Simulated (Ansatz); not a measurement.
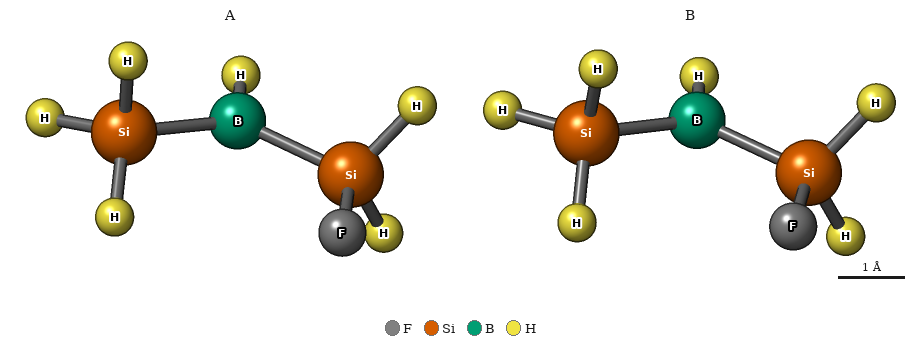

Two geometries of BSi$_{2}$H$_{6}$F, drawn at one scale. One is the start of a relaxation, the other its converged end. Style: ball-and-stick. Shown from a free direction.

Method: Ansatz, RKS PBE0-D4/def2-TZVP. Set-up: force threshold 0.005 eV/Å; at most 150 steps.

Question: Which of the two is the end point?

Answer: Structure A is the relaxed one. The start comes from PBE-D4/def2-SVP. The largest move after the best rigid fit is that of an H atom, 0.22 Å. Largest moves by element: H 0.22 Å, F 0.19 Å, B 0.10 Å, Si 0.04 Å. Among the contacts that change: F–Si 1.649 → 1.608 Å, H–Si 1.517 → 1.496 Å, B–H 1.218 → 1.199 Å, B–Si 2.002 → 1.996 Å. Bond angles that change, for instance: Si–B–Si 120.1° → 125.2°, Si–B–H 118.4° → 115.5°, Si–B–H 121.4° → 119.2°. The energy falls by 5.37 kJ/mol in 14 geometry steps. Largest force component: 0.92 eV/Å at the start, 0.0044 eV/Å at the end.
